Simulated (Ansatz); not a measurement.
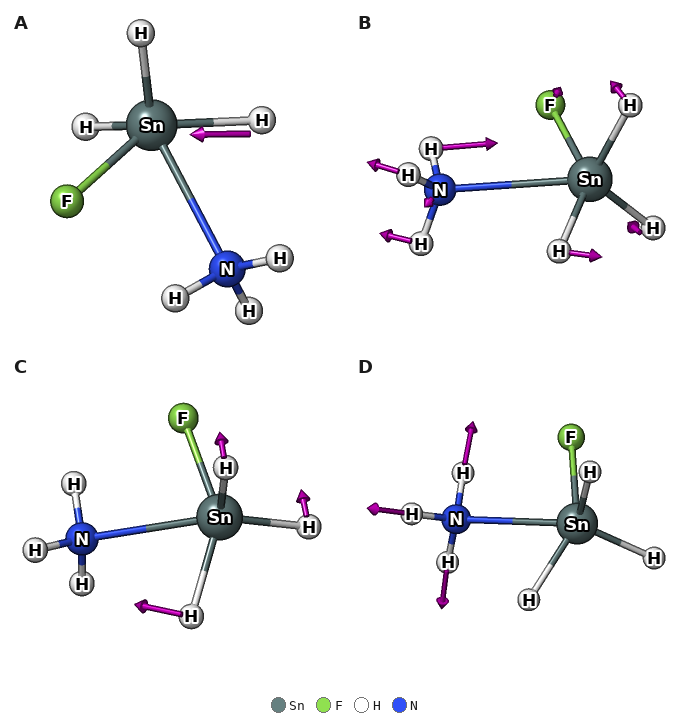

4 normal modes of one molecule or complex, as arrows. Harmonic vibrations computed with RKS PBE0-D4/def2-TZVP, core potentials on Sn (Ansatz 0.2.0) at a stationary point of the same level. It is a saddle point of order 1.

> Match the panels to the wavenumbers 446 cm⁻¹, 813 cm⁻¹, 1831 cm⁻¹, 3495 cm⁻¹.

A: 1831 cm⁻¹, Sn–H stretching
B: 446 cm⁻¹, H–N–Sn bending
C: 813 cm⁻¹, angle bending
D: 3495 cm⁻¹, in-phase stretching of 3 N–H bonds
